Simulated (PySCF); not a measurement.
C4H3S, doublet, SMILES `CC#C[C]=S`.

Computed with PySCF, PBE/6-31+G*, geometry: GFN2-xTB. No frequency check shows the geometry to be a minimum. The basis has diffuse s and p functions alone, which still leaves polarisabilities too small, most of all across bonds. The stability of the open-shell solution wasn't checked. GFN2-xTB bond lengths at metals and heavier atoms can be off by up to 0.1 Å and shapes distorted, which carries into these values. GFN2-xTB doesn't know the spin state, so this open-shell geometry is rough.

Cartesian coordinates (Å):

```
C1      -3.1596    0.0010    0.0002
C2      -1.7262    0.0004   -0.0004
C3      -0.4897   -0.0020   -0.0001
C4       0.8097   -0.0028   -0.0003
S5       2.3757    0.0011    0.0001
H6      -3.5389    0.7144   -0.7347
H7      -3.5382    0.2812    0.9857
H8      -3.5394   -0.9922   -0.2496
```

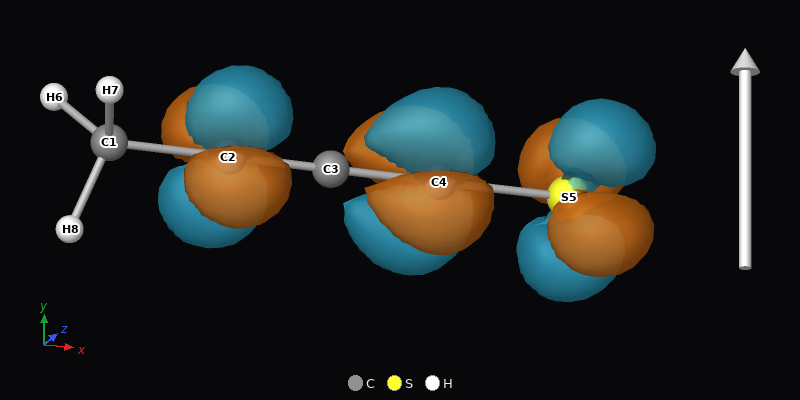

Change of the electron density in a uniform field of 0.10 V/Å along +y (arrow), surfaces at ±0.02 e/Å³ (light blue: gain, orange: loss).

Question: What dipole is induced, and what polarisability does it imply?

Answer: The induced dipole is 0.23 D (along the field); α along this axis, from the fields in both directions, is 47 bohr³ (6.9 Å³). The response isn't linear: the two directions induce 0.23 and 0.26 D.

Question: Which atoms gain and lose the most charge?

Answer: Electrons gather most on H8 (Hirshfeld charge changes by −0.007 e) and leave H6 most (+0.011 e); 0.325 electrons are displaced in all.
